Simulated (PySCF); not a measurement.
**RuSe₂⁻: relaxation and vibrations of the quartet**

The task is one start of a wider search on RuSe₂⁻: the quartet, from a bent start. It is relaxed, tested by its Hessian and followed downhill if it is a saddle.

Program: PySCF 2.14.0. Level of theory: PBE0, basis Ru def2-SVPD with ECP28, Se def2-SVPD, scalar-relativistic core potentials, no spin–orbit coupling, density fitting. These are calculated values, not measurements.

## Step 1: The system as given

3 atoms, charge -1, spin multiplicity 4.

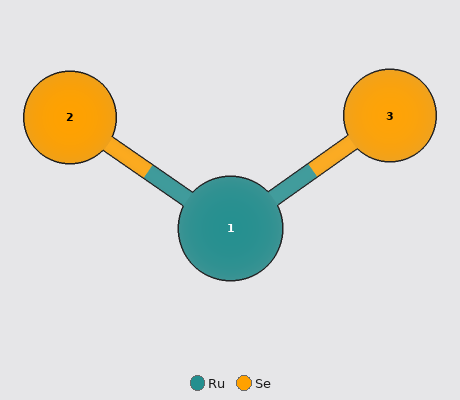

Start geometry, drawn with ruthenium teal, selenium orange; atoms are numbered from 1 in the order of the file.

Z-matrix (Å, degrees; charge -1 multiplicity 4):
```
Ru
Se 1 2.2100
Se 1 2.2100 2 110.00
```

## Step 2: Relaxing the quartet from the bent start

One driver script runs all steps and calls PySCF; scf.py shows how it sets up the SCF of each step. The optimiser is the driver's own. Before each start the driver seeks the lowest SCF state from one or more starting densities and follows internal instabilities, so scf.py alone need not reach the same state.

The program finds C2v symmetry in the start, which this walk keeps. The walk stops when the largest gradient is under 0.0003 Eh/bohr and the energy has settled too.

Input file scf.py:

```python
from pyscf import gto, scf, dft
mol = gto.M(atom='''
Ru     0.000000     0.000000    -0.774075
Se     1.810300    -0.000000     0.493525
Se    -1.810300     0.000000     0.493525''',
    basis={'Ru': 'def2-SVPD', 'Se': 'def2-SVPD'},
    ecp={'Ru': 'def2-SVPD'},
    charge=-1, spin=3)
mf = dft.UKS(mol, xc='PBE0')
mf.grids.atom_grid = (50, 194)
aux = {'Ru': 'def2-universal-JKFIT', 'Se': 'def2-universal-JKFIT'}
mf = mf.density_fit(auxbasis=aux)
mf.kernel()
```

Steps of the walk:

| step | energy (Eh) | change (kJ/mol) | largest symmetric gradient (Eh/bohr) |
| --- | --- | --- | --- |
| 0 | -4896.935586 | 0.00 | 0.01449 |
| 1 | -4896.936913 | -3.48 | 0.00581 |
| 2 | -4896.937751 | -5.68 | 0.00592 |
| 3 | -4896.938067 | -6.51 | 0.00510 |
| 4 | -4896.938226 | -6.93 | 0.00236 |
| 5 | -4896.938266 | -7.04 | 0.00036 |
| 6 | -4896.938269 | -7.04 | 0.00001 |

The walk needed 37 s of wall time on 8 threads, shared host.

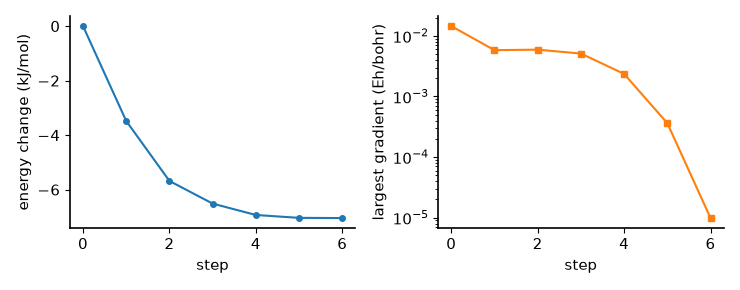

Energy and largest gradient along the walk.

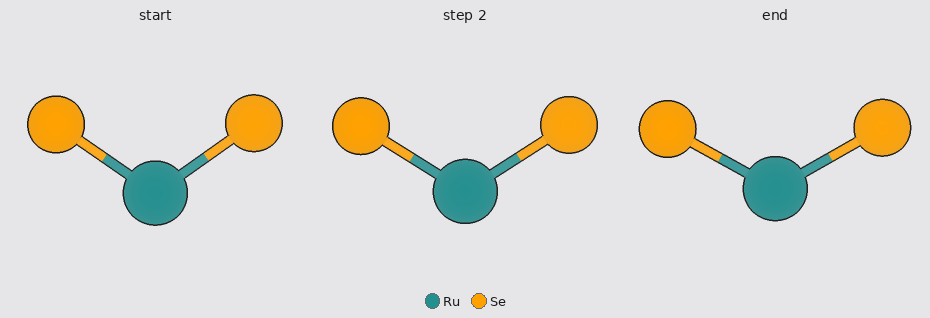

Start and end of the relaxation, with a step between.

After 6 steps and 7.0 kJ/mol it ends at C2v: Ru–Se 2.253 Å (×2); Se–Ru–Se 121.4°.

## Step 3: Hessian and properties

The point is checked on the finer grid, and tightened if its gradient asks for it. The Hessian and the dipole derivatives come from central differences of analytic gradients, with steps of 0.01 bohr.

Changes to scf.py since step 2:

```diff
@@ -3,3 +3,3 @@
-Ru     0.000000     0.000000    -0.774075
-Se     1.810300    -0.000000     0.493525
-Se    -1.810300     0.000000     0.493525''',
+Ru    -0.000000    -0.000000    -0.673086
+Se     1.964306    -0.000000     0.429156
+Se    -1.964306     0.000000     0.429156''',
@@ -10 +10 @@
-mf.grids.atom_grid = (50, 194)
+mf.grids.atom_grid = (75, 302)
```

This SCF starts from the last density.

SCF at the final geometry:

```text
init E= -4896.93832213158
[... the frontier-level lines of each cycle are left out ...]
cycle= 1 E= -4896.93832212581  delta_E= 5.77e-09  |g|= 0.000109  |ddm|= 0.000123
cycle= 2 E= -4896.93832202516  delta_E= 1.01e-07  |g|= 0.000453  |ddm|= 0.000513
cycle= 3 E= -4896.93832213202  delta_E= -1.07e-07  |g|= 3.46e-06  |ddm|= 0.000412
cycle= 4 E= -4896.93832213204  delta_E= -2e-11  |g|= 1.61e-06  |ddm|= 6.58e-06
Extra cycle  E= -4896.93832213206  delta_E= -1.27e-11  |g|= 2.69e-06  |ddm|= 1.1e-05
converged SCF energy = -4896.93832213206  <S^2> = 3.7877925  2S+1 = 4.0188518
```

The whole step took 59 s.

Geometry: C2v; Ru–Se 2.252 Å (×2); Se–Ru–Se 121.4°.

Modes, for the most abundant isotopes:

| symmetry | ω (cm⁻¹) | IR (km/mol) |
| --- | --- | --- |
| a1 | 64 | 0.3 |
| a1 | 307 | 6.1 |
| b2 | 356 | 73.0 |

No imaginary mode, so this is a minimum.

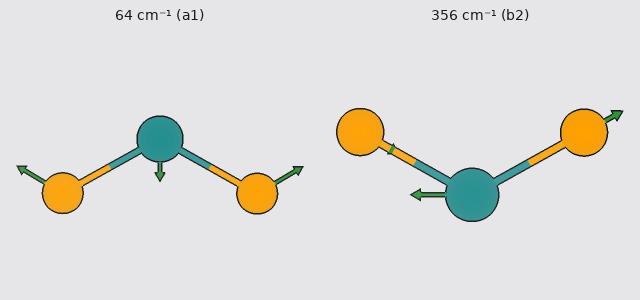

Displacements of 2 of the modes, as arrows (one member where a mode is degenerate).

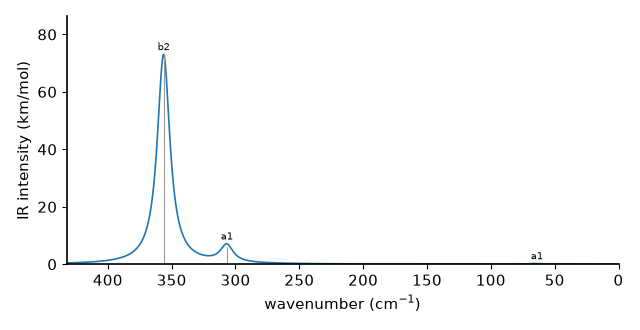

The harmonic infrared spectrum (widths in cm⁻¹). Lines are broadened to a width of 12 cm⁻¹ (Lorentzian).

Constants and moments:

```yaml
Dipole_moment_about_the_centre_of_mass: 2.35 D
Highest_occupied_level: -1.17 eV
Lowest_empty_level: 1.24 eV
Rotational_constants: 0.223, 0.02733, 0.02435 cm⁻¹
Zero-point_energy: 4.3 kJ/mol
Principal_polarisabilities: 107.3, 112.8, 206.0 bohr³
Principal_traceless_quadrupole_moments_about_the_centre_of_mass: -17.65, 6.51, 11.14 D Å
Entropy_at_298.15_K_and_1_bar_electronic_part_spin_only: 333.1 J/(mol K)
Heat_capacity_Cp_at_298.15_K: 55.0 J/(mol K)
Enthalpy_at_298.15_K_above_0_K: 14.04 kJ/mol
Rotational_symmetry_number: 2
Spin_squared_⟨S²⟩: 3.788
```

Charges (e) and bond orders:

```
 atom  Mulliken  Löwdin  polar tensor  spin (Mulliken)  Mayer order to Ru1
  Ru1      0.21   -0.52          0.64             2.46                   –
Se2,3     -0.61   -0.24         -0.82             0.27                1.66
```

Mulliken populations on Ru1 (outside its core potential): s 2.55, p 6.35, d 6.88, f 0.01.

## Step 4: Results

| quantity | value |
| --- | --- |
| minimum | quartet, C2v |
| geometry | Ru–Se 2.252 Å (×2); Se–Ru–Se 121.4° |
| wavenumbers (cm⁻¹) | 64 (a1), 307 (a1), 356 (b2) |
| dipole moment (centre of mass) | 2.35 D |
| highest occupied, lowest empty level (either spin) | -1.17, 1.24 eV |
| polar-tensor charge of Ru1 | +0.64 e |
| zero-point energy | 4.3 kJ/mol |
| entropy at 298.15 K | 333.1 J/(mol K) |
| ⟨S²⟩ | 3.788 |

What this shows: The bent start keeps its C2v symmetry and ends in a minimum. The strongest infrared band lies at 356 cm⁻¹ (b2, stretch). Most of the spin sits on Ru1 (Mulliken spin 2.46, against 3 for the whole molecule). Other starts or spin states, not run here, may lie lower. Modes under about 90 cm⁻¹ are uncertain by tens of cm⁻¹. One determinant may miss the lowest occupation of an open d or f shell.

The search up to here took 2 min.
